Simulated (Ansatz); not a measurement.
**C2F2 (SMILES FC#CF) at r2SCAN/cc-pVTZ**

What is the vertical singlet–triplet gap of C2F2 at r2SCAN/cc-pVTZ? 

Program for the calculation: Ansatz 0.2.0.

25 further runs of the same task are left out: 1 that didn't finish, 24 set aside as unsound or not needed.

### Step 1. The molecule

C2F2 has 4 atoms, charge 0, and is taken as a singlet. As SMILES, `FC#CF`. The coordinates come from a PBE0-D4/def2-TZVP relaxation.

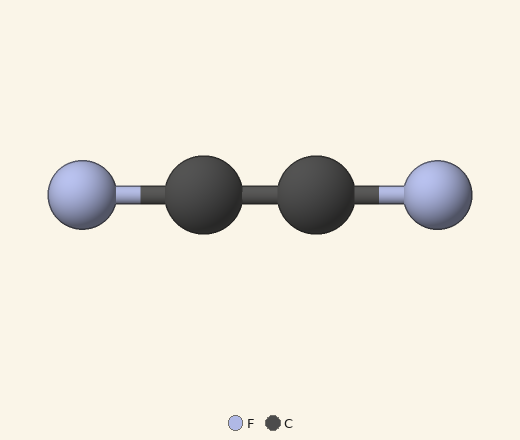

The structure, seen from a chosen angle (fluorine light blue, carbon dark grey).

### Step 2. The energy at r2SCAN/cc-pVTZ

Contents of in.yaml:

```yaml
crystal:
  periodic: [false, false, false]
  atoms:
    - symbol: F
      position_ang: [-0.136400, 0.128000, 1.852800]
    - symbol: C
      position_ang: [-0.033700, 0.030200, 0.583200]
    - symbol: C
      position_ang: [0.061400, -0.060400, -0.593400]
    - symbol: F
      position_ang: [0.164100, -0.158200, -1.863000]
basis:
  gaussian: {orbitals: cc-pVTZ}
hamiltonian: {xc: r2scan}
accuracy: high
output: {orbitals: {seedname: orbitals}}
```

Command:

```sh
$ ansatz run in.yaml --threads 1 --pin off --max-ram 3480MiB --events-out events.jsonl --progress --plain --runs-dir runs
```

The log of the run:

```text
Warning: RAYON_NUM_THREADS=1 ignored (pool sized by the plan → 1); use --threads N
Functional definition: r2SCAN
  name "r2SCAN"
  parameter k0 = 0.174
  parameter k1 = 0.065
  parameter a1 = 4.9479
  exchange = r2scan_x(k0 = k0, k1 = k1, a1 = a1)
  correlation = r2scan_c
1827 factors; integrals over basis functions are off by at most 3.4e-9 eV
mean field evaluation 1: about -7499.8067 eV, gradient 3.9e1 eV
mean field evaluation 2: about -7500.0264 eV, gradient 3.6e1 eV
mean field evaluation 4: about -7502.8495 eV, gradient 1.6e0 eV
mean field evaluation 8: about -7502.8604 eV, gradient 2.5e-2 eV
mean field evaluation 16: about -7502.8604 eV, gradient 4.8e-7 eV
mean field -7502.86039721 eV, -275.7250339759 hartree, gradient 1.8e-8 eV, S^2 0.000000; 0 other end points of the search recorded, 0 dependent functions left out
reference -7502.86039762 eV, -275.7250339911 hartree; 15, 15 occupied and 105, 105 virtual orbitals, 1827 factors
Total energy: -7502.86039762 eV, -275.7250339911 hartree
```

It took 7.8 s on 1 thread of Arm Neoverse V2, shared host; peak memory 0.28 GiB.

### Step 3. The triplet

Edit in.yaml of step 2 so:

```diff
@@ -12,5 +12,10 @@
 basis:
-  gaussian: {orbitals: cc-pVTZ}
-hamiltonian: {xc: r2scan}
+  gaussian:
+    orbitals: cc-pVTZ
+magnetization:
+  spin_polarized: true
+  initial_magnetization: 2
+hamiltonian:
+  xc: {name: r2SCAN}
+output: {orbitals: {seedname: orbitals}}
 accuracy: high
-output: {orbitals: {seedname: orbitals}}
```

Command:

```sh
$ ansatz run in.yaml --threads 1 --pin off --max-ram 3480MiB --events-out events.jsonl --progress --plain --runs-dir runs
```

The log of the run (excerpt; [...] marks lines left out):

```text
Warning: RAYON_NUM_THREADS=1 ignored (pool sized by the plan → 1); use --threads N
[... 2 set-up lines as earlier in the session ...]
[...]
1827 factors; integrals over basis functions are off by at most 3.4e-9 eV
[...]
mean field -7496.85908828 eV, -275.5044899406 hartree, gradient 1.0e-8 eV, S^2 2.005987; 11 other end points of the search recorded, 0 dependent functions left out
reference -7496.85908938 eV, -275.5044899811 hartree; 16, 14 occupied and 104, 106 virtual orbitals, 1827 factors
Total energy: -7496.85908938 eV, -275.5044899811 hartree
```

Run time: 4.4 min. Hardware: 1 thread of Arm Neoverse V2, shared host; peak memory 0.44 GiB.

### Step 4. What came out

Level: r2SCAN/cc-pVTZ.

| quantity | value |
| --- | --- |
| singlet: total energy | -275.72503 Eh |
| singlet: HOMO energy | -6.99 eV |
| singlet: LUMO energy | 0.15 eV |
| singlet: HOMO–LUMO gap | 7.14 eV |
| triplet: total energy | -275.50449 Eh |
| triplet: HOMO energy (highest over α and β) | -1.24 eV |
| triplet: ⟨S²⟩ | 2.006 |
| vertical energy of the triplet above the singlet | 6.001 eV |

At this shape the triplet lies 6.00 eV (138 kcal/mol) above the singlet.
